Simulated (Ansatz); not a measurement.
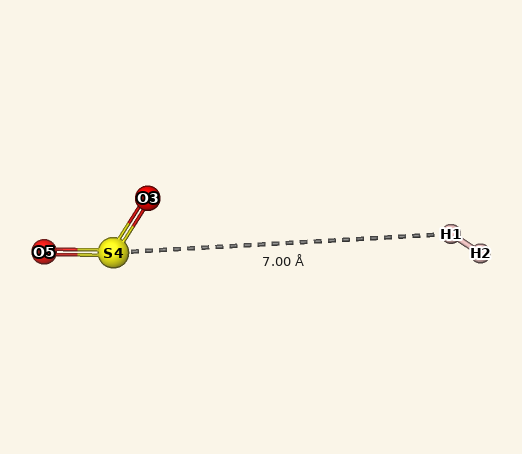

Two molecules or ions; the broken line marks their closest contact (measured against van der Waals radii). Geometry: a pair of rigid molecules at a changed separation. Program: Ansatz 0.2.0.

Which two species are they?

H2 and SO2 (`O=S=O.[H][H]`).

Give the counterpoise-corrected interaction energy (kcal/mol, monomers kept as in the pair) with RHF-CCSD(T) (frozen core)/def2-TZVPPD.

```tsv
level	interaction energy (kcal/mol)
RHF-CCSD(T) (frozen core)/def2-TZVPPD	0.0
```
